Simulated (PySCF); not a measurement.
Si(H)(OH)2(SiH3), SMILES [SiH3][SiH](O)O (H6O2Si2) at its PBE0/def2-SVP optimised geometry (Å):

```
10

Si     0.1272    -1.0698     0.0000
O     -0.5176    -1.7702    -1.3679
O      1.7943    -1.0698     0.0000
Si    -0.7267     1.1134     0.0000
H     -0.2206    -1.8533     1.2202
H     -0.3727    -2.7157    -1.4777
H      2.2216    -0.5234    -0.6668
H     -0.2228     1.8533    -1.2009
H     -2.2216     1.1209    -0.0238
H     -0.2636     1.8455     1.2205
```

Level of theory: PBE0/def2-TZVP (PySCF). Cells within 0.4 Å of a nucleus heavier than hydrogen are left out (blank, or x).

Map of the Laplacian of the electron density (e/bohr⁵), clipped to [-1.50, 1.50] on the plane z = 0.0 Å:

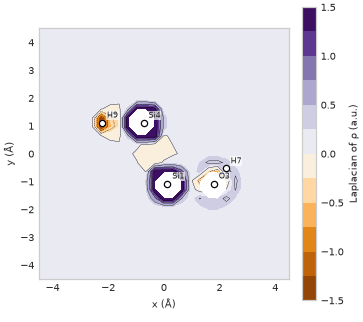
Figure. Laplacian of the electron density (e/bohr⁵), clipped to [-1.50, 1.50] on the plane z = 0.0 Å.
